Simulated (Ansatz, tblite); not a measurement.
# B(CN)3 (C3BN3): one state, many levels

Aim: run the singlet of B(CN)3 (C3BN3) at one geometry on many levels, and compare frontier levels, spin and run time.

Program: Ansatz 0.2.0, Gaussian basis. Level of theory: as each input shows. These are calculated values, not measurements.

The runs, in order: GFN1-xTB, GFN2-xTB, PBE-D4/def2-TZVP, r2SCAN-D4/def2-TZVP, B3LYP-D4/def2-TZVP, HF/def2-TZVP, HSE06-D4/def2-TZVP, PBE-D4/def2-SVP, PBE0-D4/def2-SVP, CCSD(T)/def2-TZVPP, MP2/def2-TZVP, RPA/def2-TZVP.

2 further runs of the same task are left out: 2 set aside as unsound or not needed.

### 1 The structure

The geometry is that of the singlet, from an earlier relaxation (B3LYP-D4/def2-SVP).

7 atoms, charge 0, spin multiplicity 1.

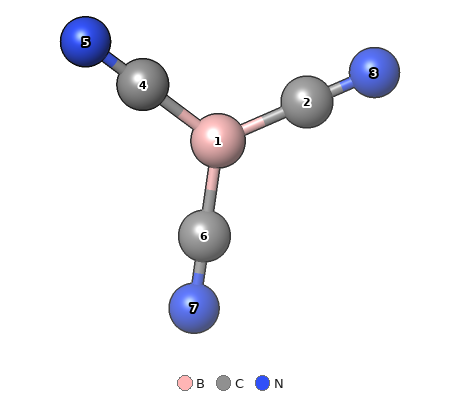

The structure; boron pink, carbon grey, nitrogen blue; atoms are numbered from 1 in the order of the file.

PBE0-D4/def2-TZVP was run before; its log isn't repeated, and its numbers join the tables.

### 2 GFN1-xTB

Tight binding, by tblite at 300 K electronic temperature and without a spin-polarisation term:

```python
tblite.interface.Calculator('GFN1-xTB', numbers, positions, charge=0, uhf=0).singlepoint()
```

Energy -468.1127 eV, HOMO -13.66 eV, LUMO -10.72 eV; 0.006 s.

### 3 GFN2-xTB

Tight binding, by tblite at 300 K electronic temperature and without a spin-polarisation term:

```python
tblite.interface.Calculator('GFN2-xTB', numbers, positions, charge=0, uhf=0).singlepoint()
```

Energy -442.2783 eV, HOMO -12.49 eV, LUMO -10.64 eV; 0.006 s.

### 4 PBE-D4/def2-TZVP

start.molden holds the orbitals of an earlier run on this state, given as this run's starting guess.

The input, in.yaml:

```yaml
crystal:
  periodic: [false, false, false]
  atoms:
    - {symbol: B, position_ang: [0.000226, 0.000256, 0.000783]}
    - {symbol: C, position_ang: [1.529769, 0.015245, -0.000211]}
    - {symbol: N, position_ang: [2.692130, 0.025962, -0.001006]}
    - {symbol: C, position_ang: [-0.777856, 1.317146, -0.006775]}
    - {symbol: N, position_ang: [-1.369931, 2.317434, -0.014925]}
    - {symbol: C, position_ang: [-0.751424, -1.331914, 0.008544]}
    - {symbol: N, position_ang: [-1.322924, -2.344120, 0.013590]}
basis:
  gaussian: {orbitals: def2-TZVP, initial_orbitals: start.molden}
hamiltonian: {xc: pbe, dispersion: d4}
scf: {omitted_lower_state_checks: [starts]}
output: {orbitals: {seedname: orbitals}}
```

Launch:

```bash
> ansatz run in.yaml --threads 2 --pin off --events-out ev --progress --plain --max-ram 32768MiB --backend cpu
```

Standard output:

```text
Functional definition: PBE
  name "PBE"
  cite "Perdew, Burke & Ernzerhof, Phys. Rev. Lett. 77, 3865 (1996) doi:10.1103/PhysRevLett.77.3865"
  parent pbe
  parameter kappa = 0.804
  parameter beta = 0.06672455060314922
  exchange = pbe_x(kappa = kappa, mu = beta*pi^2/3)
  correlation = pbe_c(beta = beta)
these checks for a lower state are left out or cut short: starts
1174 factors; their error is unknown
mean field evaluation 1: about -8248.4095 eV, gradient 1.0e1 eV
mean field evaluation 2: about -8248.5396 eV, gradient 1.5e-1 eV
mean field evaluation 4: about -8248.5219 eV, gradient 5.3e-4 eV
mean field -8248.52193494 eV, -303.1275900599 hartree, gradient 9.2e-6 eV, S^2 0.000000; 0 other end points of the search recorded, 0 dependent functions left out
reference -8248.52197109 eV, -303.1275913886 hartree; 22, 22 occupied and 195, 195 virtual orbitals, 1174 factors
Total energy: -8248.68450032 eV, -303.1335642275 hartree
Checks for a lower state left out: starts
```

Wall time 2.3 s (2 threads of AMD EPYC 7R13, shared host).

HOMO -9.59 eV, LUMO -6.06 eV.

### 5 r2SCAN-D4/def2-TZVP

in.yaml, as its differences from that of step 4:

```diff
@@ -12,3 +12,3 @@
   gaussian: {orbitals: def2-TZVP, initial_orbitals: start.molden}
-hamiltonian: {xc: pbe, dispersion: d4}
+hamiltonian: {xc: r2scan, dispersion: d4}
 scf: {omitted_lower_state_checks: [starts]}
```

Same command.

Standard output:

```text
Functional definition: r2SCAN
  name "r2SCAN"
  cite "Furness, Kaplan, Ning, Perdew & Sun, J. Phys. Chem. Lett. 11, 8208 (2020) doi:10.1021/acs.jpclett.0c02405"
  cite "Furness, Kaplan, Ning, Perdew & Sun, J. Phys. Chem. Lett. 11, 9248 (2020) doi:10.1021/acs.jpclett.0c03077"
  parent r2scan
  parameter k0 = 0.174
  parameter k1 = 0.065
  parameter a1 = 4.9479
  exchange = r2scan_x(k0 = k0, k1 = k1, a1 = a1)
  correlation = r2scan_c
these checks for a lower state are left out or cut short: starts
1174 factors; their error is unknown
mean field evaluation 1: about -8253.6075 eV, gradient 5.5e0 eV
mean field evaluation 2: about -8253.6563 eV, gradient 6.1e-2 eV
mean field evaluation 4: about -8253.6533 eV, gradient 2.6e-4 eV
mean field -8253.65328080 eV, -303.3161635422 hartree, gradient 2.0e-5 eV, S^2 0.000000; 0 other end points of the search recorded, 0 dependent functions left out
reference -8253.65329110 eV, -303.3161639208 hartree; 22, 22 occupied and 195, 195 virtual orbitals, 1174 factors
Total energy: -8253.69617733 eV, -303.3177399606 hartree
Checks for a lower state left out: starts
```

Run time: 3.3 s. Hardware: 2 threads of AMD EPYC 7R13, shared host.

From the report: HOMO -9.90 eV, LUMO -5.95 eV.

### 6 B3LYP-D4/def2-TZVP

in.yaml, as its differences from that of step 5:

```diff
@@ -12,3 +12,3 @@
   gaussian: {orbitals: def2-TZVP, initial_orbitals: start.molden}
-hamiltonian: {xc: r2scan, dispersion: d4}
+hamiltonian: {xc: {name: B3LYP}, dispersion: d4}
 scf: {omitted_lower_state_checks: [starts]}
```

Same command.

Standard output, shortened:

```text
Functional definition: B3LYP
  name "B3LYP"
  cite "Stephens, Devlin, Chabalowski & Frisch, J. Phys. Chem. 98, 11623 (1994) doi:10.1021/j100096a001"
  cite "Becke, Phys. Rev. A 38, 3098 (1988) doi:10.1103/PhysRevA.38.3098"
  cite "Lee, Yang & Parr, Phys. Rev. B 37, 785 (1988) doi:10.1103/PhysRevB.37.785"
  cite "Vosko, Wilk & Nusair, Can. J. Phys. 58, 1200 (1980) doi:10.1139/p80-159"
[...]
1174 factors; their error is unknown
[...]
mean field -8258.58883752 eV, -303.4975419063 hartree, gradient 2.4e-5 eV, S^2 0.000000; 0 other end points of the search recorded, 0 dependent functions left out
reference -8258.58908910 eV, -303.4975511515 hartree; 22, 22 occupied and 195, 195 virtual orbitals, 1174 factors
Total energy: -8258.84901099 eV, -303.5071031051 hartree
Checks for a lower state left out: starts
```

Run time: 3.4 s. Hardware: 2 threads of AMD EPYC 7R13, shared host.

From the report: HOMO -10.71 eV, LUMO -5.44 eV.

### 7 HF/def2-TZVP

in.yaml, as its differences from that of step 6:

```diff
@@ -12,3 +12,3 @@
   gaussian: {orbitals: def2-TZVP, initial_orbitals: start.molden}
-hamiltonian: {xc: {name: B3LYP}, dispersion: d4}
+hamiltonian: {xc: hf}
 scf: {omitted_lower_state_checks: [starts]}
```

Same command.

Standard output:

```text
Functional definition: HF
  name "HF"
  cite "Fock, Z. Phys. 61, 126 (1930) doi:10.1007/BF01340294"
  parent pbe
  exchange = exact_x
  correlation = 0
these checks for a lower state are left out or cut short: starts
1470 factors; their error is unknown
mean field evaluation 1: about -8209.3797 eV, gradient 2.9e1 eV
mean field evaluation 2: about -8210.3454 eV, gradient 1.0e0 eV
mean field evaluation 4: about -8210.5076 eV, gradient 9.3e-1 eV
mean field -8210.50857542 eV, -301.7306248640 hartree, gradient 8.6e-6 eV, S^2 0.000000; 0 other end points of the search recorded, 0 dependent functions left out
reference -8210.50857542 eV, -301.7306248640 hartree; 22, 22 occupied and 195, 195 virtual orbitals, 1470 factors
Total energy: -8210.50857542 eV, -301.7306248640 hartree
Checks for a lower state left out: starts
```

It took 2.4 s on 2 threads of AMD EPYC 7R13, shared host.

Report: HOMO -14.14 eV, LUMO -1.75 eV.

### 8 HSE06-D4/def2-TZVP

in.yaml, as its differences from that of step 7:

```diff
@@ -12,3 +12,3 @@
   gaussian: {orbitals: def2-TZVP, initial_orbitals: start.molden}
-hamiltonian: {xc: hf}
+hamiltonian: {xc: hse06, dispersion: d4}
 scf: {omitted_lower_state_checks: [starts]}
```

The command is unchanged.

Standard output, shortened:

```text
Functional definition: HSE06
  name "HSE06"
  cite "Heyd, Scuseria & Ernzerhof, J. Chem. Phys. 118, 8207 (2003) doi:10.1063/1.1564060"
  cite "Krukau, Vydrov, Izmaylov & Scuseria, J. Chem. Phys. 125, 224106 (2006) doi:10.1063/1.2404663"
  cite "Heyd & Scuseria, J. Chem. Phys. 120, 7274 (2004) doi:10.1063/1.1668634"
  cite "Ernzerhof & Perdew, J. Chem. Phys. 109, 3313 (1998) doi:10.1063/1.476928"
  cite "Perdew, Burke & Ernzerhof, Phys. Rev. Lett. 77, 3865 (1996) doi:10.1103/PhysRevLett.77.3865"
  parent pbe
[...]
  # The whole range is PBE's own exchange, as in plane waves. The composition of these papers is wPBEh.
[...]
1174 factors; their error is unknown
86 factors; integrals over basis functions are off by at most 3.8e-7 eV
[...]
mean field -8247.87148097 eV, -303.1036863175 hartree, gradient 2.2e-5 eV, S^2 0.000000; 0 other end points of the search recorded, 0 dependent functions left out
reference -8247.87151746 eV, -303.1036876586 hartree; 22, 22 occupied and 195, 195 virtual orbitals, 1174 factors
Total energy: -8248.00097867 eV, -303.1084452701 hartree
Checks for a lower state left out: starts
```

Wall time 4.1 s (2 threads of AMD EPYC 7R13, shared host).

HOMO -10.58 eV, LUMO -5.66 eV.

### 9 PBE-D4/def2-SVP

in.yaml, as its differences from that of step 8:

```diff
@@ -11,4 +11,4 @@
 basis:
-  gaussian: {orbitals: def2-TZVP, initial_orbitals: start.molden}
-hamiltonian: {xc: hse06, dispersion: d4}
+  gaussian: {orbitals: def2-SVP, initial_orbitals: start.molden}
+hamiltonian: {xc: pbe, dispersion: d4}
 scf: {omitted_lower_state_checks: [starts]}
```

Launched as before.

Standard output:

```text
Functional definition: PBE
  name "PBE"
  cite "Perdew, Burke & Ernzerhof, Phys. Rev. Lett. 77, 3865 (1996) doi:10.1103/PhysRevLett.77.3865"
  parent pbe
  parameter kappa = 0.804
  parameter beta = 0.06672455060314922
  exchange = pbe_x(kappa = kappa, mu = beta*pi^2/3)
  correlation = pbe_c(beta = beta)
these checks for a lower state are left out or cut short: starts
1144 factors; their error is unknown
mean field evaluation 1: about -8239.0715 eV, gradient 8.5e0 eV
mean field evaluation 2: about -8239.2633 eV, gradient 1.7e-1 eV
mean field evaluation 4: about -8239.2069 eV, gradient 2.3e-4 eV
mean field -8239.20692458 eV, -302.7852697434 hartree, gradient 8.3e-6 eV, S^2 0.000000; 0 other end points of the search recorded, 0 dependent functions left out
reference -8239.20694802 eV, -302.7852706046 hartree; 22, 22 occupied and 76, 76 virtual orbitals, 1144 factors
Total energy: -8239.36947725 eV, -302.7912434436 hartree
Checks for a lower state left out: starts
```

It took 1.1 s on 2 threads of AMD EPYC 7R13, shared host.

Report: HOMO -9.43 eV, LUMO -5.87 eV.

### 10 PBE0-D4/def2-SVP

in.yaml, as its differences from that of step 9:

```diff
@@ -12,3 +12,3 @@
   gaussian: {orbitals: def2-SVP, initial_orbitals: start.molden}
-hamiltonian: {xc: pbe, dispersion: d4}
+hamiltonian: {xc: pbe0, dispersion: d4}
 scf: {omitted_lower_state_checks: [starts]}
```

Launched as before.

Standard output:

```text
Functional definition: PBE0
  name "PBE0"
  cite "Adamo & Barone, J. Chem. Phys. 110, 6158 (1999) doi:10.1063/1.478522"
  cite "Perdew, Burke & Ernzerhof, Phys. Rev. Lett. 77, 3865 (1996) doi:10.1103/PhysRevLett.77.3865"
  parent pbe
  parameter a = 0.25
  parameter kappa = 0.804
  parameter beta = 0.06672455060314922
  exchange = (1 - a)*pbe_x(kappa = kappa, mu = beta*pi^2/3) + a*exact_x
  correlation = pbe_c(beta = beta)
these checks for a lower state are left out or cut short: starts
1144 factors; their error is unknown
mean field evaluation 1: about -8238.9283 eV, gradient 5.9e0 eV
mean field evaluation 2: about -8239.0168 eV, gradient 6.5e-2 eV
mean field evaluation 4: about -8239.0222 eV, gradient 6.4e-5 eV
mean field -8239.02219121 eV, -302.7784809170 hartree, gradient 6.4e-5 eV, S^2 0.000000; 0 other end points of the search recorded, 0 dependent functions left out
reference -8239.02220864 eV, -302.7784815576 hartree; 22, 22 occupied and 76, 76 virtual orbitals, 1144 factors
Total energy: -8239.16101668 eV, -302.7835826590 hartree
Checks for a lower state left out: starts
```

Wall time 1.2 s (2 threads of AMD EPYC 7R13, shared host).

HOMO -10.92 eV, LUMO -5.16 eV.

### 11 CCSD(T)/def2-TZVPP

in.yaml, as its differences from that of step 10:

```diff
@@ -11,4 +11,4 @@
 basis:
-  gaussian: {orbitals: def2-SVP, initial_orbitals: start.molden}
-hamiltonian: {xc: pbe0, dispersion: d4}
+  gaussian: {orbitals: def2-TZVPP, initial_orbitals: start.molden}
+correlation: {method: ccsd_t}
 scf: {omitted_lower_state_checks: [starts]}
```

Launch:

```bash
> ansatz run in.yaml --threads 2 --pin off --events-out ev --progress --plain --max-ram 32768MiB --backend cuda --devices 0, --max-vram 18GiB
```

Standard output, shortened:

```text
Functional definition: HF
  name "HF"
  cite "Fock, Z. Phys. 61, 126 (1930) doi:10.1007/BF01340294"
  parent pbe
[...]
1375 factors; integrals over basis functions are off by at most 1.3e-3 eV
[...]
mean field -8210.50873498 eV, -301.7306307278 hartree, gradient 4.5e-6 eV, S^2 0.000000; 0 other end points of the search recorded, 0 dependent functions left out
7 core orbitals not correlated: weight in the atoms' cores, before any rotation towards them, 1.000 or more for the frozen orbitals, at most 0.000 for the correlated occupied ones
reference -8210.50873498 eV, -301.7306307278 hartree; 15, 15 occupied and 195, 195 virtual orbitals, 1375 factors
second order -29.44942963 eV of doubles, -0.00000000 eV of singles
cycle   1  -28.08033849 eV  change     1.4e0 eV  update   1.6e-1
[...]
cycle  11  -29.38699173 eV  change    3.3e-5 eV  update   7.7e-6
perturbative correction -1.69810684 eV, -0.0624042752 hartree
Total energy: -8241.59383354 eV, -302.8729870297 hartree
Checks for a lower state left out: starts
```

Wall time 18 s (1 × H100 (card shared with other runs) with 2 threads of AMD EPYC 7R13, shared host); peak host memory 0.78 GiB.

From the report: Hartree-Fock HOMO -14.14 eV, LUMO -1.75 eV; T1 0.016.

### 12 MP2/def2-TZVP

in.yaml, as its differences from that of step 11:

```diff
@@ -11,4 +11,4 @@
 basis:
-  gaussian: {orbitals: def2-TZVPP, initial_orbitals: start.molden}
-correlation: {method: ccsd_t}
+  gaussian: {orbitals: def2-TZVP, initial_orbitals: start.molden}
+correlation: {method: mp2}
 scf: {omitted_lower_state_checks: [starts]}
```

Launch:

```bash
> ansatz run in.yaml --threads 2 --pin off --events-out ev --progress --plain --max-ram 32768MiB --backend cpu
```

Standard output:

```text
Functional definition: HF
  name "HF"
  cite "Fock, Z. Phys. 61, 126 (1930) doi:10.1007/BF01340294"
  parent pbe
  exchange = exact_x
  correlation = 0
these checks for a lower state are left out or cut short: starts
1375 factors; integrals over basis functions are off by at most 1.3e-3 eV
mean field evaluation 1: about -8209.0408 eV, gradient 2.9e1 eV
mean field evaluation 2: about -8209.9893 eV, gradient 9.9e-1 eV
mean field evaluation 4: about -8210.5086 eV, gradient 1.8e-2 eV
mean field evaluation 8: about -8210.5087 eV, gradient 7.9e-7 eV
mean field -8210.50873498 eV, -301.7306307278 hartree, gradient 4.5e-6 eV, S^2 0.000000; 0 other end points of the search recorded, 0 dependent functions left out
7 core orbitals not correlated: weight in the atoms' cores, before any rotation towards them, 1.000 or more for the frozen orbitals, at most 0.000 for the correlated occupied ones
reference -8210.50873498 eV, -301.7306307278 hartree; 15, 15 occupied and 195, 195 virtual orbitals, 1375 factors
second order -29.44942963 eV of doubles, -0.00000000 eV of singles
Total energy: -8239.95816461 eV, -302.8128773051 hartree
Checks for a lower state left out: starts
```

Wall time 4.7 s (2 threads of AMD EPYC 7R13, shared host).

Report: Hartree-Fock HOMO -14.14 eV, LUMO -1.75 eV.

### 13 RPA/def2-TZVP

in.yaml, as its differences from that of step 12:

```diff
@@ -12,4 +12,4 @@
   gaussian: {orbitals: def2-TZVP, initial_orbitals: start.molden}
-correlation: {method: mp2}
+hamiltonian: {xc: pbe}
+correlation: {method: rpa}
 scf: {omitted_lower_state_checks: [starts]}
-output: {orbitals: {seedname: orbitals}}
```

Same command.

Standard output:

```text
Functional definition: PBE
  name "PBE"
  cite "Perdew, Burke & Ernzerhof, Phys. Rev. Lett. 77, 3865 (1996) doi:10.1103/PhysRevLett.77.3865"
  parent pbe
  parameter kappa = 0.804
  parameter beta = 0.06672455060314922
  exchange = pbe_x(kappa = kappa, mu = beta*pi^2/3)
  correlation = pbe_c(beta = beta)
these checks for a lower state are left out or cut short: starts
1375 factors; integrals over basis functions are off by at most 1.3e-3 eV
mean field evaluation 1: about -8248.3951 eV, gradient 1.0e1 eV
mean field evaluation 2: about -8248.5261 eV, gradient 1.5e-1 eV
mean field evaluation 4: about -8248.5219 eV, gradient 3.0e-4 eV
mean field -8248.52192095 eV, -303.1275895461 hartree, gradient 2.5e-6 eV, S^2 0.000000; 0 other end points of the search recorded, 0 dependent functions left out
7 core orbitals not correlated: weight in the atoms' cores, before any rotation towards them, 1.000 or more for the frozen orbitals, at most 0.000 for the correlated occupied ones
reference -8208.65970498 eV, -301.6626801288 hartree; 15, 15 occupied and 195, 195 virtual orbitals, 1375 factors
Total energy: -8253.58505341 eV, -303.3136562318 hartree
Checks for a lower state left out: starts
```

Run time: 6 s. Hardware: 2 threads of AMD EPYC 7R13, shared host.

### 14 Comparison

| level | functions | HOMO (eV) | LUMO (eV) | gap (eV) | time |
| --- | --- | --- | --- | --- | --- |
| HF/def2-TZVP | 217 | -14.14 | -1.75 | 12.39 | 2.4 s |
| PBE-D4/def2-SVP | 98 | -9.43 | -5.87 | 3.56 | 1.1 s |
| PBE-D4/def2-TZVP | 217 | -9.59 | -6.06 | 3.54 | 2.3 s |
| r2SCAN-D4/def2-TZVP | 217 | -9.90 | -5.95 | 3.95 | 3.3 s |
| B3LYP-D4/def2-TZVP | 217 | -10.71 | -5.44 | 5.27 | 3.4 s |
| PBE0-D4/def2-SVP | 98 | -10.92 | -5.16 | 5.77 | 1.2 s |
| PBE0-D4/def2-TZVP | 217 | -10.99 | -5.29 | 5.70 | 4.8 s |
| HSE06-D4/def2-TZVP | 217 | -10.58 | -5.66 | 4.92 | 4.1 s |

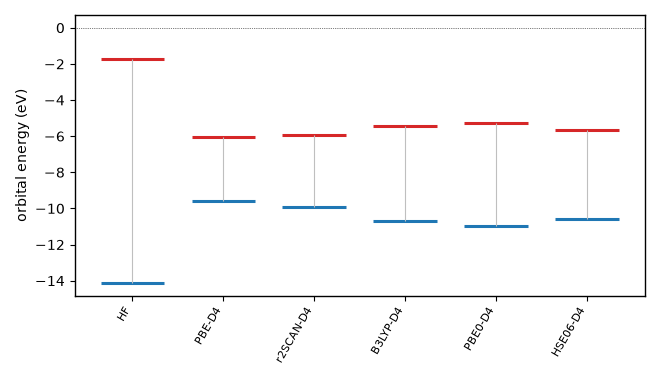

Highest filled (blue) and lowest empty (red) level in def2-TZVP.

The pieces so far (eV):

| basis | HF | MP2 correlation | CCSD correlation | (T) | total |
| --- | --- | --- | --- | --- | --- |
| def2-TZVPP | -8210.5087 | -29.4494 | -29.3870 | -1.6981 | -8241.5938 |
| def2-TZVP | -8210.5087 | -29.4494 |  |  | -8239.9582 (MP2) |

### 15 Binding energy

Free atoms were run apart at each level; binding is atoms less cluster, divided by the number of atoms, without zero-point or spin-orbit terms.

Differences are taken before rounding.

| method | binding an atom (eV) | from CCSD(T)/def2-TZVPP (eV) | time |
| --- | --- | --- | --- |
| HF/def2-TZVP | 3.548 | -1.833 | 2.4 s |
| HF/def2-TZVPP | 3.548 | -1.833 |  |
| PBE-D4/def2-SVP | 6.050 | +0.669 | 1.1 s |
| PBE-D4/def2-TZVP | 5.983 | +0.602 | 2.3 s |
| r2SCAN-D4/def2-TZVP | 5.595 | +0.214 | 3.3 s |
| B3LYP-D4/def2-TZVP | 5.648 | +0.267 | 3.4 s |
| PBE0-D4/def2-SVP | 5.735 | +0.354 | 1.2 s |
| PBE0-D4/def2-TZVP | 5.668 | +0.287 | 4.8 s |
| HSE06-D4/def2-TZVP | 5.676 | +0.295 | 4.1 s |
| RPA/def2-TZVP | 5.140 | -0.241 | 6 s |
| MP2/def2-TZVP | 5.708 | +0.328 | 4.7 s |
| CCSD/def2-TZVPP | 5.193 | -0.187 |  |
| CCSD(T)/def2-TZVPP | 5.381 | 0 | 18 s |

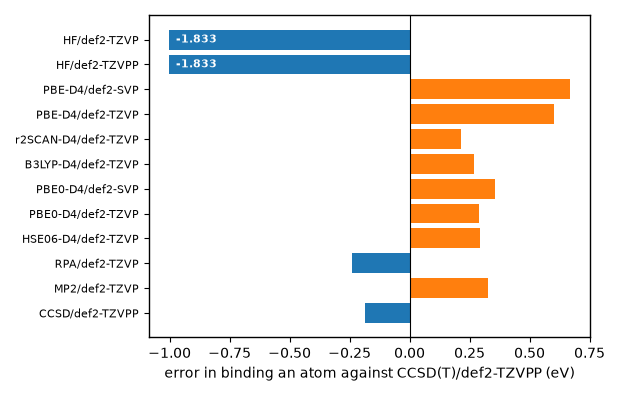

How far each level lands from CCSD(T)/def2-TZVPP. Bars with a number in them are cut short.

Some runs used a GPU and others CPU threads alone, so the times don't compare the methods' cost.

### 16 What came out

```
                                                                  quantity                            value
gap in def2-TZVP, named functionals and Hartree-Fock, smallest and largest  3.54 eV (PBE-D4), 12.39 eV (HF)
                                    correlation energy, CCSD(T)/def2-TZVPP                        -31.09 eV
                                         correlation energy, MP2/def2-TZVP                        -29.45 eV
                                       binding an atom, CCSD(T)/def2-TZVPP                         5.381 eV
                           PBE0 total energy, smallest basis above largest    9.26 eV (def2-SVP, def2-TZVP)
```

What this shows: Over the named functionals and Hartree-Fock in def2-TZVP the gap runs from 3.54 eV (PBE-D4) to 12.39 eV (HF); exact exchange widens it. The functionals in def2-TZVP miss CCSD(T)/def2-TZVPP by +0.214 (r2SCAN-D4) to +0.602 eV (PBE-D4) an atom. CCSD(T)/def2-TZVPP isn't at the basis-set limit; small misses against it rank nothing.

The slowest run with a step of its own, CCSD(T)/def2-TZVPP, took 18 s; the quickest functional in def2-TZVP took 2.3 s (shared host).
